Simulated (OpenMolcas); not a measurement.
**Single-point calculation of AlNH4**

The run: single-point calculation of AlNH4. Method and program: SVWN5/STO-3G, RKS (OpenMolcas 26.06).

A bond length was changed on purpose from its optimised value.

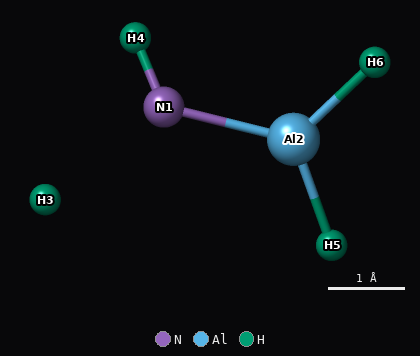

*The structure as given in the input (ball-and-stick view, seen at a tilt; atoms are numbered from 1 in the order of the input). Sticks mark near contacts.*

Bond lengths as drawn: Al–H 1.54 Å, Al–N 1.77 Å and H–N 1.01 Å.

### Key numbers

- outcome: converged
- total energy: −294.140413 hartree
- basis functions: 18
- HOMO: −1.58 eV
- LUMO: −0.85 eV
- dipole moment: 0.96 debye
- hardware: 1 thread of Arm Neoverse V2, 24 GiB of memory available, shared host
- wall time: 5.1 s
- peak memory: 0.37 GiB

### Input file
```
>>> EXPORT MOLCAS_PRINT=2

&GATEWAY
  BASLIB
  $CurrDir
  COORD
  mol.xyz
  BASIS
  STO-3G
  GROUP
  NoSym

&SEWARD
  GRIDINPUT
  Grid=UltraFine
  End of Grid

&SCF
  KSDFT
  SVWN5
  THRESHOLDS
  1e-10 1e-07 1e-07 1e-05
  PRORBITALS
  1 1
```

### File mol.xyz
```
6

N     -0.478368    -0.302428     0.667620
Al    -0.535728     1.463772     0.509230
H      0.544950    -1.604770    -0.502640
H     -0.961548    -0.850988     1.371740
H     -0.417928     2.169342    -0.856020
H     -0.709728     2.380982     1.735780
```

Run as:
```bash
export MOLCAS_MEM=1860
pymolcas test.input > test.log
```

### The program's output
```
--- Start Module: gateway ---

                                              &GATEWAY

                       available to each process: 1.9 GB of memory, 1 thread

 Basis Set     1 Label: N.STO-3G
 Basis set is read from library:.
 basistype.tbl is not found

 Basis Set     2 Label: AL.STO-3G
 Basis set is read from library:.
 basistype.tbl is not found

 Basis Set     3 Label: H.STO-3G
 Basis set is read from library:.
 basistype.tbl is not found

++    Symmetry information:
      ---------------------

                    Character Table for C1

                             E
                    a        1  x, y, xy, Rz, z, xz, Ry, yz, Rx, I
--

++    Basis set information:
      ----------------------

      Basis set label: N.STO-3G.........

      Electronic valence basis set:
      ------------------
      Associated Effective Charge   7.000000 au
      Associated Actual Charge      7.000000 au
      Nuclear Model: Point charge

      Shell  nPrim  nBasis  Cartesian Spherical Contaminant
         s       6       2        X
         p       3       1        X

      Basis set label: AL.STO-3G.........

      Electronic valence basis set:
      ------------------
      Associated Effective Charge  13.000000 au
      Associated Actual Charge     13.000000 au
      Nuclear Model: Point charge

      Shell  nPrim  nBasis  Cartesian Spherical Contaminant
         s       9       3        X
         p       6       2        X

      Basis set label: H.STO-3G.........

      Electronic valence basis set:
      ------------------
      Associated Effective Charge   1.000000 au
      Associated Actual Charge      1.000000 au
      Nuclear Model: Point charge

      Shell  nPrim  nBasis  Cartesian Spherical Contaminant
         s       3       1        X
--

++    Molecular structure info:
      -------------------------

                    ************************************************
                    **** Cartesian Coordinates / bohr, angstrom ****
                    ************************************************

     Center  Label                x              y              z                     x              y              z
        1      N1              -0.903985      -0.571506       1.261619             -0.478368      -0.302428       0.667620
        2      AL2             -1.012379       2.766128       0.962305             -0.535728       1.463772       0.509230
        3      H3               1.029806      -3.032576      -0.949852              0.544950      -1.604770      -0.502640
        4      H4              -1.817062      -1.608134       2.592213             -0.961548      -0.850988       1.371740
        5      H5              -0.789769       4.099462      -1.617643             -0.417928       2.169342      -0.856020
        6      H6              -1.341192       4.499404       3.280149             -0.709728       2.380982       1.735780

                    ***************************************
                    *    InterNuclear Distances / bohr    *
                    ***************************************

               1 N1            2 AL2           3 H3            4 H4            5 H5            6 H6
    1 N1       0.000000
    2 AL2      3.352781        0.000000
    3 H3       3.832364        6.438310        0.000000
    4 H4       1.918017        4.736907        4.762344        0.000000
    5 H5       5.488273        2.912640        7.390722        7.166232        0.000000
    6 H6       5.475376        2.912861        8.957972        6.164554        4.944936        0.000000

                    *******************************************
                    *    InterNuclear Distances / angstrom    *
                    *******************************************

               1 N1            2 AL2           3 H3            4 H4            5 H5            6 H6
    1 N1       0.000000
    2 AL2      1.774215        0.000000
    3 H3       2.028000        3.407007        0.000000
    4 H4       1.014971        2.506663        2.520124        0.000000
    5 H5       2.904269        1.541303        3.911002        3.792207        0.000000
    6 H6       2.897444        1.541420        4.740354        3.262142        2.616747        0.000000

                    **************************************
                    *    Valence Bond Angles / degree    *
                    **************************************
                          Atom centers                 Phi
                      5 H5       2 AL2      6 H6       116.17
--

            Nuclear Potential Energy             49.82244372 au

--- Stop Module: gateway /rc=_RC_ALL_IS_WELL_ ---

--- Start Module: seward ---

                                              &SEWARD

                       available to each process: 1.9 GB of memory, 1 thread

               SEWARD will generate:
                  Multipole Moment integrals up to order  2
                  Kinetic Energy integrals
                  Nuclear Attraction integrals (point charge)
                  One-Electron Hamiltonian integrals
                  Velocity integrals
                  Orbital angular momentum around ( -0.9533   1.5688   1.0432 )
                  Velocity quadrupole around ( -0.9533   1.5688   1.0432 )
                  Two-Electron Repulsion integrals

                   Integrals are discarded if absolute value <: 1.00E-14
                   Integral cutoff threshold is set to       <: 1.00E-16

            Nuclear Potential Energy             49.82244372 au

      Basis set specifications :
      Symmetry species         a
      Basis functions           18

--- Stop Module: seward /rc=_RC_ALL_IS_WELL_ ---

--- Start Module: scf ---

                                                &SCF

                       available to each process: 1.9 GB of memory, 1 thread

 ###############################################################################
 ###     Minimized-density-differences option turned off!                    ###
 ###############################################################################
++    Input section:
      --------------

      Header of the integral files:

      Cartesian coordinates in angstrom:
      -----------------------------------------------------
      No.  Label        X            Y            Z
      -----------------------------------------------------
       1   N1        -0.47836800  -0.30242800   0.66762000
       2   AL2       -0.53572800   1.46377200   0.50923000
       3   H3         0.54495000  -1.60477000  -0.50264000
       4   H4        -0.96154800  -0.85098800   1.37174000
       5   H5        -0.41792800   2.16934200  -0.85602000
       6   H6        -0.70972800   2.38098200   1.73578000
      -----------------------------------------------------
      Nuclear repulsion energy =   49.82244372
--

++    Orbital specifications:
      -----------------------

      Symmetry species               1
                                     a
      Frozen orbitals                0
      Occupied orbitals             12
      Secondary orbitals             6
      Deleted orbitals               0
      Total number of orbitals      18
      Number of basis functions     18
--

      Molecular charge                           0.000

      Numerical integration parameters
      --------------------------------
      Radial quadrature type:                         MHL
      Size of radial grid:                            99
      Lebedev angular grid:                           41
      Angular grid pruned with the crowding factor:  1.00E+10
                                 and fading factor:  1.00E+01
      Screening threshold for integral computation:   1.00E-11
      Radial quadrature accuracy:                     1.00E-25
      Maximum batch size:                             128
      AO values are stored on disk
      The same grid will be used for all iterations.

      DFT functional specifications
      -----------------------------
      Using Libxc version: 6.2.2
      Please cite the following reference:
      S. Lehtola, C. Steigemann, M. J.T. Oliveira, and M. A.L. Marques.,  SoftwareX 7, 1–5 (2018) doi:10.1016/j.softx.2017.11.002

      * Slater exchange
        - P. A. M. Dirac.,  Math. Proc. Cambridge Philos. Soc. 26, 376 (1930) doi:10.1017/S0305004100016108
        - F. Bloch.,  Z. Phys. 57, 545 (1929) doi:10.1007/BF01340281
      * Vosko, Wilk & Nusair (VWN5)

++    Optimization specifications:
      ----------------------------

      SCF Algorithm: Conventional
      D(i)-D(i-1) density differences are used
      Number of density matrices in core                 5
      Maximum number of NDDO SCF iterations            400
      Maximum number of HF SCF iterations              400
      Threshold for SCF energy change             1.00E-10
      Threshold for density matrix                1.00E-07
      Threshold for Fock matrix                   1.00E-07
      Threshold for linear dependence             1.00E-09
      Threshold at which DIIS is turned on        1.50E-01
      Maximum depth in the DIIS procedure                5
      Maximum depth in the BFGS Hessian update          30
      Threshold at which QNR/C2DIIS is turned on  7.50E-02
      Threshold for Norm(delta) (QNR/C2DIIS)      1.00E-05
      All orbitals punched on: SCFORB
--

      Input vectors read from INPORB
      Orbital file label: *Guess orbitals

++ Convergence information
                                   SVWN5      iterations: Energy and convergence statistics

Iter     Tot. SVWN5      One-elec.       Two-elec.     Energy      Max Dij or  Max Fij      DNorm      TNorm      AccCon     Time
         Energy          Energy          Energy        Change      Delta Norm                                                in Sec.
   1  -293.714234551  -538.950628668   195.413950398   0.00E+00    6.89E-01*   1.84E-01*    7.05E+00   7.00E+01   None         0.
   2  -291.379963002  -530.588949838   189.386543118   2.33E+00*   4.81E-01*   9.44E-02*    4.78E+00   6.95E+01   EDIIS        0.
   3  -293.729725306  -532.240146720   188.687977696  -2.35E+00*   4.97E-01*   4.45E-02*    3.02E+00   6.91E+01   EDIIS        0.
   4  -293.990902545  -539.225664269   195.412318006  -2.61E-01*   3.39E-01*   6.41E-02*    2.24E+00   7.03E+01   EDIIS        0.
   5  -294.102198116  -535.836127812   191.911485978  -1.11E-01*   3.31E-01*   3.56E-02*    1.75E+00   6.95E+01   EDIIS        0.
   6  -294.075082786  -535.338863176   191.441336672   2.71E-02*   1.94E-01*   2.60E-02*    1.16E+00   6.96E+01   EDIIS        0.
   7  -294.114537019  -537.607320018   193.670339280  -3.95E-02*   2.40E-01*   2.22E-02*    5.78E-01   6.99E+01   EDIIS        0.
   8  -294.110924645  -534.800176088   190.866807725   3.61E-03*   2.17E-01*   1.24E-02*    7.30E-01   6.94E+01   EDIIS        0.
   9  -294.138937484  -536.006151361   192.044770158  -2.80E-02*   3.50E-01*   7.98E-03*    4.99E-01   6.96E+01   EDIIS        0.
  10  -294.136879174  -536.271400469   192.312077578   2.06E-03*   7.05E-02*   4.40E-03*    7.93E-01   6.97E+01   EDIIS        0.
  11  -294.140293889  -536.192400266   192.229662658  -3.41E-03*   1.63E-02*   1.39E-03*    1.57E-01   6.97E+01   c2DIIS       0.
  12  -294.140322073  -536.065115845   192.102350053  -2.82E-05*   6.26E-02*   3.47E-03*    4.91E-02   6.97E+01   QNRc2DIIS    0.
  13  -294.138398883  -536.476048377   192.515205776   1.92E-03*   3.45E-02*   2.12E-02*    2.45E-01   6.97E+01   QNRc2DIIS    0.
  14  -294.140198001  -536.112986905   192.150345186  -1.80E-03*   3.19E-02*   2.95E-03*    1.18E-01   6.97E+01   QNRc2DIIS    0.
  15  -294.140407862  -536.149877237   192.187025656  -2.10E-04*   1.99E-03*   7.59E-04*    1.33E-01   6.97E+01   QNRc2DIIS    0.
  16  -294.140413133  -536.139192290   192.176335439  -5.27E-06*   8.37E-04*   1.06E-04*    8.63E-03   6.97E+01   QNRc2DIIS    0.
  17  -294.140413401  -536.136639350   192.173782230  -2.69E-07*   5.11E-04*   3.84E-05*    3.40E-03   6.97E+01   QNRc2DIIS    0.
  18  -294.140413437  -536.136349389   192.173492234  -3.53E-08*   5.86E-05*   6.28E-06*    2.09E-03   6.97E+01   QNRc2DIIS    0.
  19  -294.140413438  -536.136331299   192.173474143  -1.03E-09*   3.74E-06    9.41E-07*    2.41E-04   6.97E+01   QNRc2DIIS    0.
  20  -294.140413438  -536.136340691   192.173483535  -1.18E-11    1.01E-06    3.20E-07*    1.93E-05   6.97E+01   QNRc2DIIS    0.
  21  -294.140413438  -536.136341769   192.173484613  -7.96E-13    1.55E-07    5.19E-08     4.86E-06   6.97E+01   QNRc2DIIS    0.

       Convergence after  21 Iterations
--

 *****************************************************************************************************************************
 *                                             SCF/KS-DFT Program, Final results                                             *
 *                                                       Final Results                                                       *
 *****************************************************************************************************************************

::    Total KS-DFT energy                            -294.1404134377
      One-electron energy                            -536.1363417690
      Two-electron energy                             192.1734846130
      Nuclear repulsion energy                         49.8224437183
      Kinetic energy (interpolated)                   290.6219032579
      Virial theorem                                    1.0121068307
      Total spin, S(S+1)                                0.0000000000
      Total spin, S                                     0.0000000000
      Max non-diagonal density matrix element           0.0000001589
      Max non-diagonal Fock matrix element              0.0000000222

      All orbitals with orbital energies smaller than  E(LUMO)+0.5 are printed

++    Molecular orbitals:
      -------------------

      Title: RKS-DFT orbitals

      Molecular orbitals for symmetry species 1: a

          Orbital            1         2         3         4         5         6         7         8         9        10
          Energy          -54.4525  -13.5450   -3.6764   -2.2549   -2.2495   -2.2471   -0.6180   -0.3082   -0.2291   -0.1706
          Occ. No.          2.0000    2.0000    2.0000    2.0000    2.0000    2.0000    2.0000    2.0000    2.0000    2.0000

          Orbital           11        12        13        14        15        16        17
          Energy           -0.1480   -0.0581   -0.0314    0.1483    0.2475    0.3861    0.4677
          Occ. No.          2.0000    2.0000    0.0000    0.0000    0.0000    0.0000    0.0000

--

++    Molecular charges:
      ------------------

      Mulliken charges per centre and basis function type
      ---------------------------------------------------

                N1      AL2     H3      H4      H5      H6
      1s       3.6357  5.0399  0.9721  0.8332  1.2042  1.1890
      2px      1.5189  2.2462  0.0000  0.0000  0.0000  0.0000
      2pz      1.2335  2.6188  0.0000  0.0000  0.0000  0.0000
      2py      1.0867  2.4218  0.0000  0.0000  0.0000  0.0000
      Total    7.4748 12.3267  0.9721  0.8332  1.2042  1.1890

      N-E     -0.4748  0.6733  0.0279  0.1668 -0.2042 -0.1890

      Total electronic charge=   24.000000

      Total            charge=   -0.000000
--

++    Molecular properties:
      ---------------------

      Charge (e):
                      =   -0.0000
      Dipole Moment (debye):
      Origin of the operator (angstrom)=   -0.5045    0.8302    0.5521
                   X= -2.4548E-01               Y= -7.9256E-01               Z=  4.8553E-01           Total=  9.6133E-01
      Quadrupole Moment (debye*angstrom):
      Origin of the operator (angstrom)=   -0.5045    0.8302    0.5521
                  XX= -1.5080E+01              XY=  2.0667E-01              XZ= -7.1718E-01              YY= -1.7517E+01
                  YZ=  1.0519E-02              ZZ= -1.8522E+01
      In traceless form (debye*angstrom)
                  XX=  2.9400E+00              XY=  3.1001E-01              XZ= -1.0758E+00              YY= -7.1668E-01
                  YZ=  1.5779E-02              ZZ= -2.2233E+00
--

--- Stop Module: scf /rc=_RC_ALL_IS_WELL_ ---
--- Module scf spent 3 seconds ---

.##################.
.# Happy landing! #.
.##################.

    Timing: Wall=4.77 User=3.47 System=0.93
```

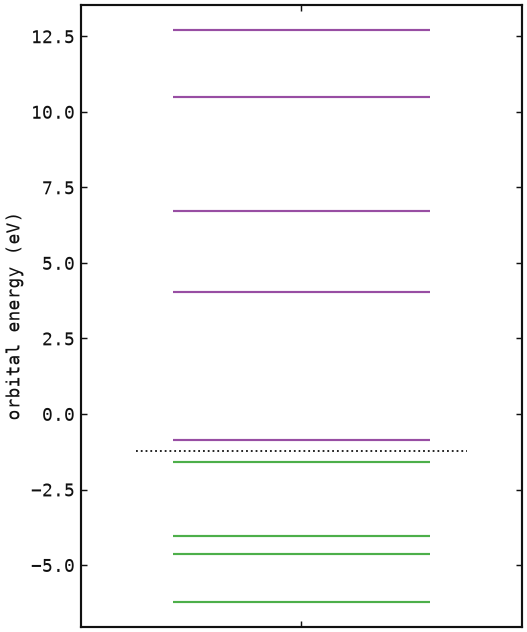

*Orbital energies near the frontier; the dotted line parts filled from empty levels, and levels within 0.02 eV of each other stand side by side.*

Highest filled −1.58 eV, lowest empty −0.85 eV, 0.73 eV apart.

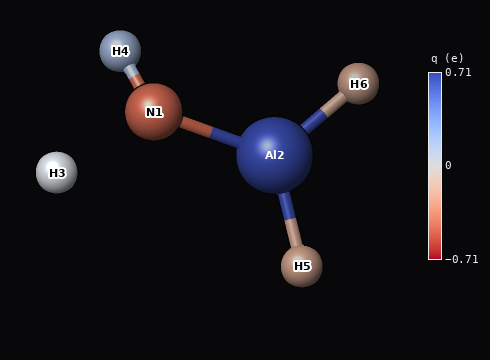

*Mulliken charges, as the colour of each atom (ball-and-stick view, seen at a tilt; atoms are numbered from 1 in the order of the input).*

By element: N −0.47, Al +0.67 and H −0.20 to +0.17 e.
